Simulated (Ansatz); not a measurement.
**AlSi2H5O (SMILES [SiH3][Al]1[O][SiH2]1) at RPA@PBE/6-31G(d) (spherical functions)**

What is the electronic atomisation energy of AlSi2H5O at RPA@PBE/6-31G* (spherical functions)? 

The results are computed with Ansatz 0.2.0.

83 further runs of the same task are left out: 1 that didn't finish, 82 set aside as unsound or not needed.

### 1 The structure to begin with

AlSi2H5O has 9 atoms, charge 0, and is taken as a singlet. SMILES: `[SiH3][Al]1[O][SiH2]1`. Geometry: relaxed at PBE0-D4/def2-TZVP.

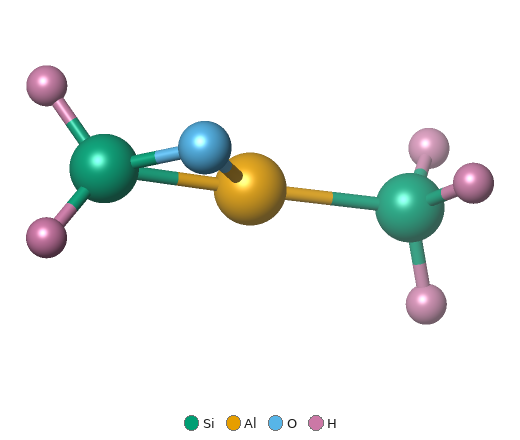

Viewed from a chosen angle; silicon teal, aluminium amber, oxygen blue, hydrogen pink.

### 2 The energy at RPA@PBE/6-31G(d) (spherical functions)

Input file in.yaml:

```yaml
crystal:
  periodic: [false, false, false]
  atoms:
    - symbol: Si
      position_ang: [-0.652900, 1.717100, -1.334700]
    - symbol: Al
      position_ang: [-0.124900, -0.148900, 0.162800]
    - symbol: O
      position_ang: [1.392700, -0.965300, 0.434300]
    - symbol: Si
      position_ang: [0.478600, -1.877700, 1.520900]
    - symbol: H
      position_ang: [-1.763800, 1.326700, -2.244900]
    - symbol: H
      position_ang: [-1.100100, 2.886400, -0.529300]
    - symbol: H
      position_ang: [0.526500, 2.112800, -2.150200]
    - symbol: H
      position_ang: [0.403300, -3.327600, 1.187000]
    - symbol: H
      position_ang: [0.929000, -1.770000, 2.936900]
basis:
  gaussian:
    orbitals: 6-31G_st_-spherical.json
accuracy: high
correlation:
  method: rpa
  frozen_orbitals: {Al: 5, H: 0, O: 1, Si: 5}
hamiltonian:
  xc: pbe
```

The basis set 6-31G* is read from a file made from the Basis Set Exchange's data (not shown).

Command:

```
ansatz run in.yaml --threads 1 --pin off --max-ram 3480MiB --events-out events.jsonl --progress --plain --runs-dir runs
```

The program printed:

```text
Warning: RAYON_NUM_THREADS=1 ignored (pool sized by the plan → 1); use --threads N
Functional definition: PBE
  name "PBE"
  parameter kappa = 0.804
  parameter beta = 0.06672455060314922
  exchange = pbe_x(kappa = kappa, mu = beta*pi^2/3)
  correlation = pbe_c(beta = beta)
1704 factors; integrals over basis functions are off by at most 7.2e-9 eV
mean field evaluation 1: about -24456.5867 eV, gradient 6.4e1 eV
mean field evaluation 2: about -24456.5778 eV, gradient 6.4e1 eV
mean field evaluation 4: about -24463.6596 eV, gradient 1.8e1 eV
mean field evaluation 8: about -24465.1973 eV, gradient 5.6e-1 eV
mean field evaluation 16: about -24465.1950 eV, gradient 2.6e-4 eV
mean field -24465.19503945 eV, -899.0793345949 hartree, gradient 2.0e-8 eV, S^2 0.000000; 0 other end points of the search recorded, 0 dependent functions left out
16 core orbitals not correlated: weight in the atoms' cores, before any rotation towards them, 1.000 or more for the frozen orbitals, at most 0.000 for the correlated occupied ones
reference -24421.51183842 eV, -897.4740065665 hartree; 11, 11 occupied and 51, 51 virtual orbitals, 1704 factors
Total energy: -24440.17812988 eV, -898.1599801255 hartree
```

Wall time 12 s (1 thread of Arm Neoverse V1, shared host); peak memory 0.26 GiB.

### 3 The Al atom

Input file input.yaml:

```yaml
basis:
  gaussian:
    orbitals: 6-31G_st_-spherical.json
crystal:
  periodic: [false, false, false]
  atoms:
    - {symbol: Al, position_ang: [0.000000, 0.000000, 0.000000]}
magnetization:
  spin_polarized: true
  initial_magnetization: 1
hamiltonian:
  xc: pbe
correlation:
  method: rpa
  frozen_orbitals: {Al: 5}
accuracy: high
```

The basis set 6-31G* is read from a file made from the Basis Set Exchange's data (not shown).

Command:

```
ansatz run input.yaml --threads 1 --pin off --max-ram 3480MiB --events-out events.jsonl --progress --plain --runs-dir runs
```

The program printed, shortened:

```text
Warning: RAYON_NUM_THREADS=1 ignored (pool sized by the plan → 1); use --threads N
[... 2 set-up lines as earlier in the session ...]
[...]
140 factors; integrals over basis functions are off by at most 3.7e-9 eV
[...]
mean field -6590.76809805 eV, -242.2062602203 hartree, gradient 5.0e-9 eV, S^2 0.752292; 5 other end points of the search recorded, 0 dependent functions left out
5 core orbitals not correlated: weight in the atoms' cores, before any rotation towards them, 1.000 or more for the frozen orbitals, at most 0.000 for the correlated occupied ones
reference -6581.16146680 eV, -241.8532230333 hartree; 2, 1 occupied and 11, 12 virtual orbitals, 140 factors
Total energy: -6583.41032585 eV, -241.9358670793 hartree
```

Wall time 1.7 s (1 thread of Arm Neoverse V1, shared host).

### 4 The H atom

Input file input.yaml:

```yaml
crystal:
  periodic: [false, false, false]
  atoms:
    - {symbol: H, position_ang: [0.000000, 0.000000, 0.000000]}
basis:
  gaussian:
    orbitals: "6-31G*"
total_charge: 0
magnetization:
  spin_polarized: true
  initial_magnetization: 1
accuracy: high
hamiltonian:
  xc: {name: PBE}
correlation:
  method: rpa
  frozen_orbitals: {H: 0}
```

Run the same way, it converges to -0.50387 Eh (log not shown).

### 5 The O atom at the same level

Input file input.yaml:

```yaml
basis:
  gaussian: {orbitals: 6-31G_st_-spherical.json}
crystal:
  periodic: [false, false, false]
  atoms:
    - {symbol: O, position_ang: [0.000000, 0.000000, 0.000000]}
magnetization: {spin_polarized: true, initial_magnetization: 2}
hamiltonian: {xc: pbe}
correlation: {method: rpa, frozen_orbitals: {O: 1}}
accuracy: high
```

The basis set 6-31G* is read from a file made from the Basis Set Exchange's data (not shown).

Command:

```
ansatz run input.yaml --threads 1 --pin off --max-ram 3480MiB --events-out events.jsonl --progress --plain --runs-dir runs
```

The program printed, shortened:

```text
Warning: RAYON_NUM_THREADS=1 ignored (pool sized by the plan → 1); use --threads N
[... 2 set-up lines as earlier in the session ...]
[...]
96 factors; integrals over basis functions are off by at most 1.3e-9 eV
[...]
mean field -2040.10325934 eV, -74.9724119491 hartree, gradient 1.0e-8 eV, S^2 2.001820; 7 other end points of the search recorded, 0 dependent functions left out
1 core orbitals not correlated: weight in the atoms' cores, before any rotation towards them, 1.000 or more for the frozen orbitals, at most 0.000 for the correlated occupied ones
reference -2034.90243865 eV, -74.7812853140 hartree; 4, 2 occupied and 9, 11 virtual orbitals, 96 factors
Total energy: -2039.87131187 eV, -74.9638880367 hartree
```

Run time: 0.99 s. Hardware: 1 thread of Arm Neoverse V1, shared host.

### 6 The Si atom

Input file run.yaml:

```yaml
crystal:
  periodic: [false, false, false]
  atoms:
    - symbol: Si
      position_ang: [0.000000, 0.000000, 0.000000]
basis:
  gaussian: {orbitals: 6-31G_st_-spherical.json}
magnetization: {spin_polarized: true, initial_magnetization: 2}
hamiltonian: {xc: pbe}
correlation: {method: rpa, frozen_orbitals: {Si: 5}}
accuracy: high
```

The basis set 6-31G* is read from a file made from the Basis Set Exchange's data (not shown).

Run the same way, it converges to -288.93094 Eh (log not shown).

### 7 Results

Level: RPA@PBE/6-31G* (spherical functions), 16 core orbitals frozen.

```
                                  quantity          value
                    molecule: total energy  -898.15998 Eh
molecule: RPA correlation energy (valence)     -686.0 mEh
                     Al atom: total energy  -241.93587 Eh
 Al atom: RPA correlation energy (valence)      -82.6 mEh
Al atom: ⟨S²⟩ of the reference determinant          0.752
                      H atom: total energy    -0.50387 Eh
            H atom: RPA correlation energy       -5.6 mEh
 H atom: ⟨S²⟩ of the reference determinant          0.750
                      O atom: total energy   -74.96389 Eh
  O atom: RPA correlation energy (valence)     -182.6 mEh
 O atom: ⟨S²⟩ of the reference determinant          2.002
                     Si atom: total energy  -288.93094 Eh
 Si atom: RPA correlation energy (valence)     -103.5 mEh
Si atom: ⟨S²⟩ of the reference determinant          2.002
             electronic atomisation energy      23.918 eV
```

In words: Taking the molecule apart into free atoms costs 23.92 eV (552 kcal/mol), before zero-point energy and without spin-orbit coupling.
